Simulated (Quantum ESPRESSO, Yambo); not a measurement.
# A GW chain in Yambo: BTe (GaSe-type monolayer), part 3 of 3

How does a plane-wave GW calculation on BTe (GaSe-type monolayer) run from the first input to the gap?

Quantum ESPRESSO 7.5 and Yambo 5.3.0; PBE and many-body steps on it, plane waves. Known limits of the many-body steps: not at the basis limit; exchange with frozen shells missing.

So far. Step 3 (Bands along the symmetry lines): The gap is 1.242 eV, as in the run before at this level. Step 4 (Empty states on the mesh, 6×6×1 mesh, 152 bands): On this mesh the gap is 1.242 eV.

### 6. Screening and self-energy, 6×6×1 mesh, 152 bands, screening to 88.4 eV

G0W0 replaces the xc potential by the self-energy, built once from these orbitals. Only a window of levels is corrected, while the sums run over the empty bands that the input names.

This step: G0W0 on PBE with spin-orbit coupling, plane waves, norm-conserving pseudopotentials.

gw3.in reads:

```
HF_and_locXC
gw0
dyson
ppa
em1d
rim_cut
rim_w
RandQpts= 3000000
RandGvec= 100 RL
CUTGeo= "slab z"
RandGvecW= 9 RL
EXXRLvcs= 68 Ry
VXCRLvcs= 272 Ry
Chimod= "HARTREE"
% BndsRnXp
 1 | 152 |
%
NGsBlkXp= 6.5 Ry
% LongDrXp
 1 | 1 | 0 |
%
% GbndRnge
 1 | 152 |
%
DysSolver= "n"
ExtendOut
PPAPntXp= 27.21138 eV
% QPkrange
 1 | 1 | 35 | 42 |
 7 | 7 | 35 | 42 |
%
```

Run with:

```sh
$ OMP_NUM_THREADS=1 mpirun -n 4 yambo -F gw3.in -J gw3 -C gw3 > gw3.log
```

What it wrote:

```text
 Yambo, version 5.3.0

 [02] CORE Variables Setup
 =========================

  [... cell, symmetries and grids as in the set-up ...]

  [02.05] Energies & Occupations
  ==============================

  [X] === General ===
  [X] Electronic Temperature                        :  0.000000  0.000000 [eV K]
  [X] Bosonic    Temperature                        :  0.000000  0.000000 [eV K]
  [X] Finite Temperature mode                       : no
  [X] El. density                                   :  0.21521E+24 [cm-3]
  [X] Fermi Level                                   :  2.025051 [eV]

  [X] === Gaps and Widths ===
  [X] Conduction Band Min                           :  1.241680 [eV]
  [X] Valence Band Max                              :  0.000000 [eV]
  [X] Filled Bands                                  :   38
  [X] Empty Bands                                   :   39  152
  [X] Direct Gap                                    :  2.072124 [eV]
  [X] Direct Gap localized at k                     :  1
  [X] Indirect Gap                                  :  1.241680 [eV]
  [X] Indirect Gap between kpts                     :   1   7
  [X] Last valence band width                       :  1.844868 [eV]
  [X] 1st conduction band width                     :  0.877962 [eV]

 [03] Transferred momenta grid and indexing
 ==========================================

 IBZ Q-points                                      :   7
 BZ  Q-points                                      :   36

 K/Q-points units:
 rlu = crystal or reduced units; cc = cartesian coordinates; iku = interal k-units

 Q [1]          [rlu]:  0.000000  0.000000  0.000000
 Q [2]          [rlu]: -0.10285E-16  0.16667       0.0000
 Q [3]          [rlu]: -0.20569E-16  0.33333       0.0000
 Q [4]          [rlu]:  0.30854E-16 -0.50000       0.0000
 Q [5]          [rlu]:  0.166667  0.166667  0.000000
 Q [6]          [rlu]:  0.166667  0.333333  0.000000
 Q [7]          [rlu]:  0.333333  0.333333  0.000000

 [04] Coloumb potential Random Integration (RIM)
 ===============================================

 Performing RIM of v_slab

  [04.01] RIM initialization
  ==========================

  * Diagonal components only detected *

  8 x (sBL volume)        :  0.046260 [a.u.]
  sBZ random points       :  3000000
  Points outside the sBZ  :  24001124
  RL volume               :  0.208169 [a.u.]
  Integrated volume       :  0.208160 [a.u.]

  [04.02] RIM integrals
  =====================

  Gamma point sphere radius             :  0.042089 [a.u.]
  Points outside the sphere             :  2398760
  [Int_sBZ(q=0) 1/q^2]*(Vol_sBZ)^(-1/3) =:  7.570843
                                 should be <:  7.795600

  Summary of Coulomb integrals for non-metallic bands |Q|[au] RIM/Bare

  Q [1] 0.100000E-4 0.971169 * Q [2] 0.179251 1.038078
  Q [5] 0.310472 1.034763 * Q [3] 0.358502 1.029501
  Q [6] 0.474253 1.019048 * Q [4] 0.537753 1.015365
  Q [7] 0.620943 1.011437
  Non-periodic chartesian directions : none
  Optical renormalization            :  30.23562 [au]
  Polarizability dimension           : length

 [05] Coloumb potential CutOffslab
 =================================

 Cut directionsZ
 Slab Cutoff:Z
 Symmetry test passed : yes

 [06] Dipoles
 ============

  [06.01] Setup: observables and procedures
  =========================================

  [WARNING] [x,Vnl] slows the Dipoles computation. To neglect it rename the ns.kb_pp file

 [07] Dynamic Dielectric Matrix (PPA)
 ====================================

 [WR./gw3//ndb.pp]---------------------------------------------------------------
  Brillouin Zone Q/K grids (IBZ/BZ)                :    7   36    7   36
  RL vectors                                       :  13945 [WF]
  Coulomb cutoff potential                         : slab z
  Electronic Temperature                           :  0.000000 [K]
  Bosonic    Temperature                           :  0.000000 [K]
  PPA    diel. fun.  energies                      : Perdew, Burke & Ernzerhof(X)+Perdew, Burke & Ernzerhof(C)
  wavefunctions                                    : Perdew, Burke & Ernzerhof(X)+Perdew, Burke & Ernzerhof(C)
  Global Gauge                                     : length
  X matrix size                                    :   317
  X band range                                     :    1  152
  X e/h energy range                               : -1.000000 -1.000000 [eV]
  X Time ordering                                  : R
  X Hxc Kernel                                     : HARTREE
  X Drude frequency                                :  0.000000  0.000000
  X poles                                          :  100.0000 [o/o]
  RL vectors in the sum                            :  13945
  [r,Vnl] included                                 : yes
  Field direction                                  :  0.707107E-5  0.707107E-5   0.00000
  BZ energy Double Grid                            : no
  BZ energy DbGd points                            : 0
  BZ Q point size factor                           : -1.000000
  X Optical Averaged directions                    : none

 [08] Local Exchange-Correlation + Non-Local Fock
 ================================================

 [VXC] Plane waves :   90405
 [EXS] Plane waves :  11317

 QP @ state[ 1 ] K range:  1  1
 QP @ state[ 1 ] b range:   35   42
 QP @ state[ 2 ] K range:   7   7
 QP @ state[ 2 ] b range:   35   42

 [xc] Functional : Perdew, Burke & Ernzerhof(X)+Perdew, Burke & Ernzerhof(C)
 [xc] LIBXC used to calculate xc functional
  PP Number of Atomic Species                      :  2
  NLCC RL compoments                               :   90405
  PP Number of Atomic Species                      :  2
  NLCC RL compoments                               :   90405

 [xc] E_xc :  -21.86522 [Ha]
      E_xc :  -43.73043 [Ry]

  Local XC kind (lXC) : Perdew, Burke & Ernzerhof(X)+Perdew, Burke & Ernzerhof(C)
  Non-Local XC kind (nlXC) : Hartree-Fock

  Corrections @ K [1] :  [eV]
 <35|nlXC|35> = -14.96523  0.72669E-17 <35|lXC|35> = -12.84965 -0.23602E-16
 <36|nlXC|36> = -14.96523  0.53898E-17 <36|lXC|36> = -12.84965 -0.23602E-16
 <37|nlXC|37> = -14.82690 -0.46075E-18 <37|lXC|37> = -13.04779 -0.38434E-17
 <38|nlXC|38> = -14.82690  0.40146E-17 <38|lXC|38> = -13.04779 -0.47827E-18
 <39|nlXC|39> = -7.917130 -0.16026E-18 <39|lXC|39> = -12.42242  0.94408E-16
 <40|nlXC|40> = -7.917128  0.15097E-17 <40|lXC|40> = -12.42242  0.18882E-15
 <41|nlXC|41> = -8.393025  0.56966E-18 <41|lXC|41> = -12.14428  0.59005E-17
 <42|nlXC|42> = -8.393026 -0.20395E-18 <42|lXC|42> = -12.14428 -0.17702E-16

  Corrections @ K [7] :  [eV]
 <35|nlXC|35> = -15.17172 -0.84191E-17 <35|lXC|35> = -11.64216  0.47204E-16
 <36|nlXC|36> = -15.09935  0.82654E-17 <36|lXC|36> = -11.60511 -0.11801E-16
 <37|nlXC|37> = -15.06864  0.14548E-16 <37|lXC|37> = -11.99811 -0.18882E-15
 <38|nlXC|38> = -15.08833 -0.75879E-17 <38|lXC|38> = -12.00770  0.000000
 <39|nlXC|39> = -6.254117 -0.55066E-18 <39|lXC|39> = -9.954471  0.94408E-16
 <40|nlXC|40> = -6.098787 -0.22620E-17 <40|lXC|40> = -9.829526 -0.47204E-16
 <41|nlXC|41> = -6.151739  0.33966E-18 <41|lXC|41> = -10.42957 -0.94408E-16
 <42|nlXC|42> = -5.777479 -0.21669E-17 <42|lXC|42> = -10.05943  0.23602E-16

  [08.01] Hartree-Fock occupations report
  =======================================

  [Hartree-Fock] === General ===
  [Hartree-Fock] Electronic Temperature             :  0.000000  0.000000 [eV K]
  [Hartree-Fock] Bosonic    Temperature             :  0.000000  0.000000 [eV K]
  [Hartree-Fock] Finite Temperature mode            : no
  [Hartree-Fock] El. density                        :  0.21521E+24 [cm-3]
  [Hartree-Fock] Fermi Level                        :  2.025051 [eV]

  [Hartree-Fock] === Gaps and Widths ===
  [Hartree-Fock] Conduction Band Min                :  1.275014 [eV]
  [Hartree-Fock] Valence Band Max                   : -0.897927 [eV]
  [Hartree-Fock] Filled Bands                       :   38
  [Hartree-Fock] Empty Bands                        :   39  152
  [Hartree-Fock] Direct Gap                         :  2.525786 [eV]
  [Hartree-Fock] Direct Gap localized at k          :  2
  [Hartree-Fock] Indirect Gap                       :  2.172941 [eV]
  [Hartree-Fock] Indirect Gap between kpts          :  2  3
  [Hartree-Fock] Last valence band width            :  3.592828 [eV]
  [Hartree-Fock] 1st conduction band width          :  5.302402 [eV]

 [09] Dyson equation: Newton solver
 ==================================

  [09.01] RIM-W interpolation
  ===========================

  [WARNING] RIM-W works only for 2D semiconductors with slab cutoff
  Found compatible q grid: 2D
  q_min[ 1 ]:  0.16667      0.28121E-11   0.0000     [rlu]
   0.166667  0.083333  0.000000 [iku]
  q_min[ 2 ]:  0.10285E-16  0.16667       0.0000     [rlu]
  -0.16173E-10  0.16667       0.0000     [iku]
  G-vectors :   9
  G-vectors loaded:   63
  Number of interpolated frequencies:  2

  Evaluating coefficients q = 0
  Evaluating coefficients q = 0

  [09.02] RIM-W integrals
  =======================

  8 x (sBL volume)        :  0.046260 [a.u.]
  sBZ random points       :  3000000
  Points outside the sBZ  :  24001124
  RL volume               :  0.208169 [a.u.]
  Integrated volume       :  0.208160 [a.u.]

  [09.03] RIM integrals
  =====================

  Comparison between head Wc = W - v averages: < Wc > [au] RIM-W/RIM

   < -Wc [Q = 1] > 0.370472E-1 0.490972E-4 * < -Wc [Q = 2] > 0.005510 0.005327
   < -Wc [Q = 3] > 0.001026 0.001008 * < -Wc [Q = 4] > 0.354620E-3 0.350846E-3
   < -Wc [Q = 5] > 0.001488 0.001458 * < -Wc [Q = 6] > 0.503265E-3 0.498497E-3
   < -Wc [Q = 7] > 0.244960E-3 0.243746E-3

  Comparison between head Wc = W - v averages: < Wc > [au] RIM-W/RIM

   < -Wc [G = 1,G`=0] > 0.370472E-1 0.490972E-4 * < -Wc [G = 2,G`=0] >-0.002028 0.000000
   < -Wc [G = 3,G`=0] >-0.002028 0.000000 * < -Wc [G = 4,G`=0] >-0.797189E-4  0.00000
   < -Wc [G = 5,G`=0] >-0.797189E-4  0.00000 * < -Wc [G = 6,G`=0] > 0.163244E-3  0.00000
   < -Wc [G = 7,G`=0] > 0.163244E-3  0.00000 * < -Wc [G = 8,G`=0] >-0.109593E-4  0.00000
   < -Wc [G = 9,G`=0] >-0.109593E-4  0.00000

 [10] G0W0 (W PPA)
 =================

 [  GW  ] Bands range     :    1  152
 [GW/PPA] G damping       :  0.100000 [eV]

 QP @ state[ 1 ] K range:  1  1
 QP @ state[ 1 ] b range:   35   42
 QP @ state[ 2 ] K range:   7   7
 QP @ state[ 2 ] b range:   35   42

  Sc/G bands                                       :    1  152
  Sc/G damping                                     :  0.100000 ev
  Sc bands terminator                              : no
  Sx RL components                                 :  11317

  QP @ state[ 1 ] K range                          :  1  1
  QP @ state[ 1 ] b range                          :   35   42
  QP @ state[ 2 ] K range                          :   7   7
  QP @ state[ 2 ] b range                          :   35   42
  GF energies kind                                 : Perdew, Burke & Ernzerhof(X)+Perdew, Burke & Ernzerhof(C)
  GF WF`s kind                                     : Perdew, Burke & Ernzerhof(X)+Perdew, Burke & Ernzerhof(C)
  Xs energies kind                                 : Perdew, Burke & Ernzerhof(X)+Perdew, Burke & Ernzerhof(C)
  Xs WF`s kind                                     : Perdew, Burke & Ernzerhof(X)+Perdew, Burke & Ernzerhof(C)

 [14] Game Over & Game summary
```

Run time: 6 min. Hardware: 4 MPI ranks of Arm Neoverse V2, shared host; peak memory 5.7 GiB.

Numbers from this step:

- G0W0 gap on the points computed: 2.479 eV
- starting gap on the mesh: 1.242 eV
- k of the valence top: 0, 0, 0
- k of the conduction bottom: 0.3333, 0.3333, 0
- least direct G0W0 gap on the computed points: 3.581 eV
- Z at the valence top: 0.7739
- Z at the conduction bottom: 0.7745

The gap on the mesh goes from 1.24 eV to 2.48 eV, a correction of +1.24 eV.

Limits: finite bands, cutoff and mesh; exchange with frozen shells missing. v1 is the top filled band, c1 the lowest empty one. The levels before and after the correction (eV, zero at the valence-band top of each column):

|  | conduction bottom | valence top |
| --- | --- | --- |
| Kohn-Sham | 1.24 | 0.00 |
| G0W0 | 2.48 | 0.00 |

|  | level | energy (eV) |
| --- | --- | --- |
| Kohn-Sham | Γ v3 | -0.479 |
| Kohn-Sham | Γ v2-v1 | 0.000 |
| Kohn-Sham | Γ c1-c2 | 2.072 |
| Kohn-Sham | Γ c3 | 2.249 |
| Kohn-Sham | (0.333 0.333 0) v3 | -3.319 |
| Kohn-Sham | (0.333 0.333 0) v2 | -1.423 |
| Kohn-Sham | (0.333 0.333 0) v1 | -1.410 |
| Kohn-Sham | (0.333 0.333 0) c1 | 1.242 |
| Kohn-Sham | (0.333 0.333 0) c2 | 1.383 |
| Kohn-Sham | (0.333 0.333 0) c3 | 3.344 |
| G0W0 | Γ v3 | -0.559 |
| G0W0 | Γ v2-v1 | 0.000 |
| G0W0 | Γ c1-c2 | 3.581 |
| G0W0 | Γ c3 | 3.592 |
| G0W0 | (0.333 0.333 0) v3 | -3.727 |
| G0W0 | (0.333 0.333 0) v2 | -1.863 |
| G0W0 | (0.333 0.333 0) v1 | -1.849 |
| G0W0 | (0.333 0.333 0) c1 | 2.479 |
| G0W0 | (0.333 0.333 0) c2 | 2.617 |
| G0W0 | (0.333 0.333 0) c3 | 4.646 |

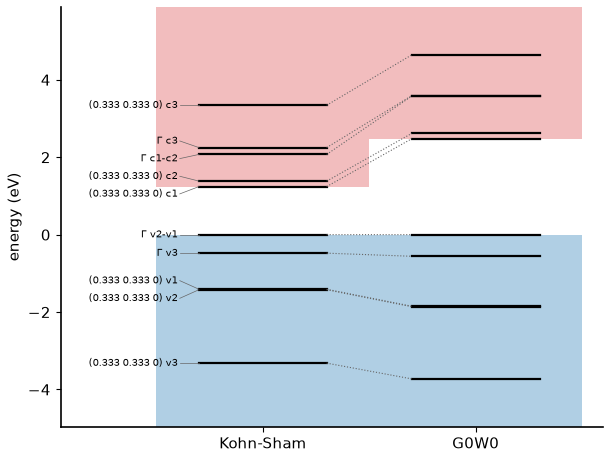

Levels before and after the correction. Shaded: valence and conduction bands.

### 7. Where the time went

Times are wall times on the hardware named with each run, good to a factor of about two.

| step | time | share | memory (GiB) |
| --- | --- | --- | --- |
| ground state | 93 s | 16 % | 1.4 |
| bands along the symmetry lines | 43 s | 8 % | 0.78 |
| empty states on the mesh | 72 s | 13 % | 1.5 |
| conversion and set-up | 2.9 s | 0 % | 0.26 |
| screening and self-energy | 6 min | 63 % | 5.7 |

### 8. Results

```json
{
 "PBE gap": "1.24 eV, indirect",
 "G0W0 gap on the mesh": "2.48 eV",
 "GW settings": "6×6×1 mesh, 152 bands, screening to 88.4 eV, Godby-Needs plasmon pole",
 "known limits": "not at the basis limit; exchange with frozen shells missing"
}
```

What this shows: G0W0 moves the gap on the mesh from 1.24 eV to 2.48 eV (+1.24 eV), with Z of 0.77 and 0.77 at the edges. Only 2 of the mesh's irreducible points were corrected, so a valley elsewhere could overtake. The dearest step here is «screening and self-energy». Bands and cutoff are finite, so the gap is not at the basis limit. The miss can reach some tenths of an eV and take either sign; the mesh is an error of its own. In the G0W0 run levels were corrected at 2 k points alone, so a gap called «on the mesh» is the least over those, and an edge elsewhere would be missed. The norm-conserving file of at least one element keeps a d shell over frozen s and p shells of the same row. Exchange with those shells is missing from the self-energy, an error of 0.3 to 0.9 eV in cases checked, whose sign depends on which edge lies on those atoms.

[Paths, hosts, dates, memory and timing lines, banners, echoed tables and standing remarks are left out of the program output.]

[Logs are printed without paths, hosts, clocks, repeated set-up lines and the standing remarks that a program may print on its own settings, such as how far it seeks lower states.]

[Runs of the session that timed out or met a known fault of the program may be left out.]

[Hosts, paths, dates, database ids (printed as entryN), source tags and the programs' standing remarks are cut or masked in the printed files.]
